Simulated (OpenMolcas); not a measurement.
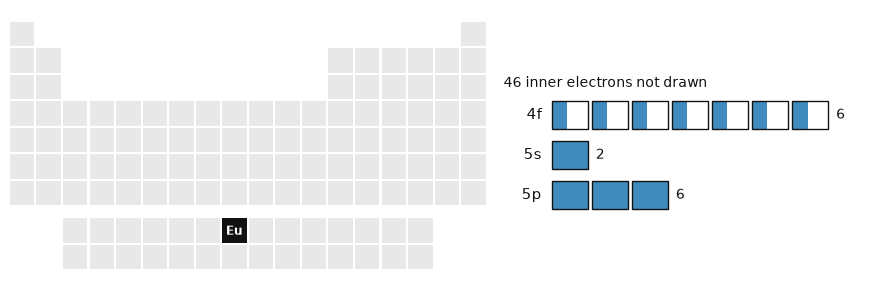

Left, the place of europium in the periodic table; right, the outer shells of the leading configuration of the lowest level: a box for each of the 2l + 1 orbitals, shaded by the share of the shell that is filled, with the electron count at the right.

**Run report: Eu³⁺ complex, multiconfigurational calculation (part 1 of 2)**

System: Eu³⁺ with 8 ligands (F; cube, 2.366 Å), embedded in CaF2 by model potentials and point charges, whose field is part of the energies.
Method: state-averaged CASSCF, active space 6 electrons in the shell 4f, basis ANO-RCC-VDZP on the metal and ANO-RCC-VDZP on the ligands, DKH2 scalar Hamiltonian, spin-orbit coupling by RASSI with atomic mean-field integrals (OpenMolcas).

The program's output (extracts):
```
--- SEWARD ---
Basis set label: EU.ANO-RCC...7S6P4D2F1G.

      Electronic valence basis set:
      ------------------
      Associated Effective Charge  63.000000 au
      Associated Actual Charge     63.000000 au
      Nuclear Model: Point charge

      Shell  nPrim  nBasis  Cartesian Spherical Contaminant
         s      25       7        X
         p      22       6        X
         d      15       4                 X
         f      11       2                 X
         g       4       1                 X
                  Relativistic Douglas-Kroll-Hess integrals:
                    - DKH order of Hamiltonian: 2
                    - DKH order of Properties : 0
                  Atomic mean-field integrals
--- RASSCF ---
Wave function specifications:
      -----------------------------

      Number of closed shell electrons         134
      Number of electrons in active shells       6
      Max number of holes in RAS1 space          0
      Max nr of electrons in RAS3 space          0
      Number of inactive orbitals               67
      Number of active orbitals                  7
      Number of secondary orbitals             106
      Spin quantum number                      3.0
      State symmetry                             1
Orbital specifications:
      -----------------------

      Symmetry species                           1   2
                                                ag  au
      Frozen orbitals                            0   0
      Inactive orbitals                         35  32
      Active orbitals                            0   7
      RAS1 orbitals                              0   0
      RAS2 orbitals                              0   7
      RAS3 orbitals                              0   0
      Secondary orbitals                        57  49
      Deleted orbitals                           0   0
      Number of basis functions                 92  88
      Number of CSFs                             7
      Number of root(s) required                 7
      Iter CI   SX   CI       RASSCF       Energy    max ROT     max BLB   max BLB  Level Ln srch  Step   QN
          iter iter root      energy       change     param      element    value   shift minimum  type update
 Nr of preliminary CI iterations:   1
      Total energies have been shifted. Add               -11000.00 au
        1   1    9    0  -632.49480330    0.00E+00  -5.32E-02   14  53 2 -3.07E-01*  1.05   0.00    SX    NO
        2   1   10    0  -633.28035976   -7.86E-01* -1.94E-02    7  50 2 -8.36E-02*  0.56   0.00    SX    NO
        3   1    9    0  -633.38018967   -9.98E-02* -8.17E-03   32  84 1  2.62E-02*  0.52   0.00    SX    NO
        4   1    9    0  -633.39856910   -1.84E-02* -4.40E-03   10  50 2  1.23E-02*  0.47   0.00    SX    NO
        5   1    9    0  -633.40287877   -4.31E-03*  4.51E-03   29  36 1  6.24E-03*  0.48   1.63    QN   YES
        6   1    8    0  -633.40423523   -1.36E-03* -1.10E-03    7  50 2 -4.43E-03*  0.46   0.93    QN   YES
        7   1    8    0  -633.40431022   -7.50E-05* -2.86E-04   10  50 2 -8.84E-04*  0.47   1.00    QN   YES
        8   1    7    0  -633.40432062   -1.04E-05*  1.45E-04   11  51 2 -3.98E-04*  0.47   1.51    LS   YES
        9   1    7    0  -633.40432194   -1.32E-06* -8.93E-05   32  84 1  3.08E-04*  0.47   0.99    QN   YES
       10   1    6    0  -633.40432279   -8.56E-07*  2.98E-05   10  47 2  1.08E-04*  0.47   1.10    QN   YES
       11   1    5    0  -633.40432286   -6.97E-08* -1.13E-05   11  48 2  2.23E-05   0.47   1.26    QN   YES
       12   1    4    0  -633.40432287   -5.68E-09  -1.84E-06   20  38 1  3.14E-06   0.47   1.10    QN   YES
      Convergence after 12 iterations
       13   1    4    0  -633.40432287   -2.56E-10  -1.84E-06   12  49 2 -1.64E-06   0.47   1.10    QN   YES
      Natural orbitals and occupation numbers for root  1
      sym 2:   1.000000   0.000000   1.000000   1.000000   1.000000   1.000000   1.000000
      Natural orbitals and occupation numbers for root  2
      sym 2:   1.000000   1.000000   0.000000   1.000000   1.000000   1.000000   1.000000
      Natural orbitals and occupation numbers for root  3
      sym 2:   1.000000   1.000000   0.000000   1.000000   1.000000   1.000000   1.000000
::    RASSCF root number  1 Total energy: -11633.40763216
::    RASSCF root number  2 Total energy: -11633.40405314
::    RASSCF root number  3 Total energy: -11633.40405314
::    RASSCF root number  4 Total energy: -11633.40405314
::    RASSCF root number  5 Total energy: -11633.40348951
::    RASSCF root number  6 Total energy: -11633.40348951
::    RASSCF root number  7 Total energy: -11633.40348951
--- RASSCF ---
Wave function specifications:
      -----------------------------

      Number of closed shell electrons         134
      Number of electrons in active shells       6
      Max number of holes in RAS1 space          0
      Max nr of electrons in RAS3 space          0
      Number of inactive orbitals               67
      Number of active orbitals                  7
      Number of secondary orbitals             106
      Spin quantum number                      2.0
      State symmetry                             1
Orbital specifications:
      -----------------------

      Symmetry species                           1   2
                                                ag  au
      Frozen orbitals                            0   0
      Inactive orbitals                         35  32
      Active orbitals                            0   7
      RAS1 orbitals                              0   0
      RAS2 orbitals                              0   7
      RAS3 orbitals                              0   0
      Secondary orbitals                        57  49
      Deleted orbitals                           0   0
      Number of basis functions                 92  88
      Number of CSFs                           140
      Number of root(s) required               140
      Iter CI   SX   CI       RASSCF       Energy    max ROT     max BLB   max BLB  Level Ln srch  Step   QN
          iter iter root      energy       change     param      element    value   shift minimum  type update
 Nr of preliminary CI iterations:   1
        1   1    0    0-11633.18196655    0.00E+00   0.00E+00   34  41 2 -1.81E-02*  0.00   0.00    SX    NO
      Natural orbitals and occupation numbers for root  1
      sym 2:   0.794490   0.751032   0.862239   0.958158   0.958789   0.843611   0.831682
      Natural orbitals and occupation numbers for root  2
      sym 2:   0.926790   0.751032   0.915794   0.787787   0.785603   0.911310   0.921685
      Natural orbitals and occupation numbers for root  3
      sym 2:   0.947727   0.712779   0.869435   0.806892   0.833792   0.923167   0.906208
::    RASSCF root number  1 Total energy: -11633.29465705
::    RASSCF root number  2 Total energy: -11633.29465705
::    RASSCF root number  3 Total energy: -11633.29418524
::    RASSCF root number  4 Total energy: -11633.29418524
::    RASSCF root number  5 Total energy: -11633.29418524
::    RASSCF root number  6 Total energy: -11633.28026466
::    RASSCF root number  7 Total energy: -11633.28026466
::    RASSCF root number  8 Total energy: -11633.28015969
::    RASSCF root number  9 Total energy: -11633.28015969
::    RASSCF root number 10 Total energy: -11633.28015969
::    RASSCF root number 11 Total energy: -11633.27988325
::    RASSCF root number 12 Total energy: -11633.27798609
::    RASSCF root number 13 Total energy: -11633.27798609
::    RASSCF root number 14 Total energy: -11633.27798609
::    RASSCF root number 15 Total energy: -11633.27771686
::    RASSCF root number 16 Total energy: -11633.27771686
::    RASSCF root number 17 Total energy: -11633.27771686
::    RASSCF root number 18 Total energy: -11633.27731400
::    RASSCF root number 19 Total energy: -11633.27731400
::    RASSCF root number 20 Total energy: -11633.27731400
::    RASSCF root number 21 Total energy: -11633.27729627
::    RASSCF root number 22 Total energy: -11633.27729627
::    RASSCF root number 23 Total energy: -11633.27282910
::    RASSCF root number 24 Total energy: -11633.27282910
::    RASSCF root number 25 Total energy: -11633.27282910
::    RASSCF root number 26 Total energy: -11633.27268799
::    RASSCF root number 27 Total energy: -11633.27268799
::    RASSCF root number 28 Total energy: -11633.27213353
::    RASSCF root number 29 Total energy: -11633.27213353
::    RASSCF root number 30 Total energy: -11633.27213353
--- RASSCF ---
Wave function specifications:
      -----------------------------

      Number of closed shell electrons         134
      Number of electrons in active shells       6
      Max number of holes in RAS1 space          0
      Max nr of electrons in RAS3 space          0
      Number of inactive orbitals               67
      Number of active orbitals                  7
      Number of secondary orbitals             106
      Spin quantum number                      1.0
      State symmetry                             1
Orbital specifications:
      -----------------------

      Symmetry species                           1   2
                                                ag  au
      Frozen orbitals                            0   0
      Inactive orbitals                         35  32
      Active orbitals                            0   7
      RAS1 orbitals                              0   0
      RAS2 orbitals                              0   7
      RAS3 orbitals                              0   0
      Secondary orbitals                        57  49
      Deleted orbitals                           0   0
      Number of basis functions                 92  88
      Number of CSFs                           588
      Number of root(s) required               162
      Iter CI   SX   CI       RASSCF       Energy    max ROT     max BLB   max BLB  Level Ln srch  Step   QN
          iter iter root      energy       change     param      element    value   shift minimum  type update
 Nr of preliminary CI iterations:   1
        1   1    0    0-11633.17452134    0.00E+00   0.00E+00   34  41 2 -1.76E-02*  0.00   0.00    SX    NO
      Natural orbitals and occupation numbers for root  1
      sym 2:   0.962762   0.680568   0.778146   0.800521   0.988452   0.976909   0.812642
      Natural orbitals and occupation numbers for root  2
      sym 2:   0.975505   0.681750   0.780401   0.806562   0.968875   0.983222   0.803684
      Natural orbitals and occupation numbers for root  3
      sym 2:   0.987998   0.680543   0.814377   0.797984   0.961943   0.978195   0.778960
::    RASSCF root number  1 Total energy: -11633.20161580
::    RASSCF root number  2 Total energy: -11633.20161580
::    RASSCF root number  3 Total energy: -11633.20161580
::    RASSCF root number  4 Total energy: -11633.19760829
::    RASSCF root number  5 Total energy: -11633.19743826
::    RASSCF root number  6 Total energy: -11633.19743826
::    RASSCF root number  7 Total energy: -11633.19743826
::    RASSCF root number  8 Total energy: -11633.19738734
::    RASSCF root number  9 Total energy: -11633.19738734
::    RASSCF root number 10 Total energy: -11633.19738734
::    RASSCF root number 11 Total energy: -11633.19702256
::    RASSCF root number 12 Total energy: -11633.19702256
::    RASSCF root number 13 Total energy: -11633.19652558
::    RASSCF root number 14 Total energy: -11633.19652558
::    RASSCF root number 15 Total energy: -11633.19652558
::    RASSCF root number 16 Total energy: -11633.19516085
::    RASSCF root number 17 Total energy: -11633.19516085
::    RASSCF root number 18 Total energy: -11633.19516085
::    RASSCF root number 19 Total energy: -11633.19504581
::    RASSCF root number 20 Total energy: -11633.19504581
::    RASSCF root number 21 Total energy: -11633.19503183
::    RASSCF root number 22 Total energy: -11633.19503183
::    RASSCF root number 23 Total energy: -11633.19503183
::    RASSCF root number 24 Total energy: -11633.19501819
::    RASSCF root number 25 Total energy: -11633.19501819
::    RASSCF root number 26 Total energy: -11633.19501819
::    RASSCF root number 27 Total energy: -11633.19270817
::    RASSCF root number 28 Total energy: -11633.19270817
::    RASSCF root number 29 Total energy: -11633.19270817
::    RASSCF root number 30 Total energy: -11633.19250075
```

(Continued in part 2.) Outcome of the run: converged.
